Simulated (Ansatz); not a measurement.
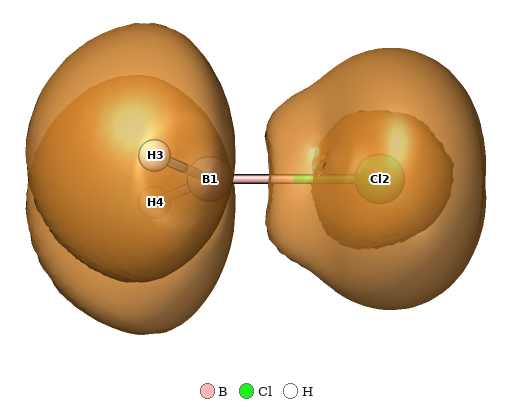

Figure. BClH2. Isosurface of the electron localisation function at 0.75 (orange), seen from one side. Only the valence region is drawn (cores and ρ < 0.01 e/Å³ removed).

Geometry: PBE0-D4/def2-TZVP.

Method: Ansatz 0.2.0, isolated molecule in a Gaussian basis; Hartree-Fock.

Input file:

```
basis:
  gaussian:
    orbitals: x2c-TZVPall.json
    fitting: {mean_field: def2-universal-jfit.json}
crystal:
  periodic: [false, false, false]
  atoms:
    - symbol: B
      position_ang: [-0.116700, 0.021700, -0.075300]
    - symbol: Cl
      position_ang: [1.365000, -0.395300, 0.721200]
    - symbol: H
      position_ang: [-1.106200, -0.559500, 0.240400]
    - symbol: H
      position_ang: [-0.086600, 0.872800, -0.906600]
output: {forces: true, orbitals: {seedname: orbitals}}
magnetization:
  spin_polarized: false
  initial_magnetization: 0
accuracy: high
hamiltonian:
  xc: hf
  pseudopotentials: {relativity: scalar}
```

Command:

```sh
ansatz run in.yaml --threads 1 --pin off --max-ram 2610MiB --events-out events.jsonl --progress --plain --runs-dir runs
```

**Identify the bonds, lone pairs and shells in this picture.**

At this value the surface marks out two regions around hydrogen nuclei and one region on Cl in which the atom's valence shell and bonds are merged. Along the contacts the grid gives the following. B–Cl (1.73 Å): the ELF peaks at about 0.90 between the atoms: a polar covalent bond. B–H (1.19 Å): the ELF climbs to about 1 towards the hydrogen, as it does in any bond to H; an ordinary covalent bond to hydrogen.
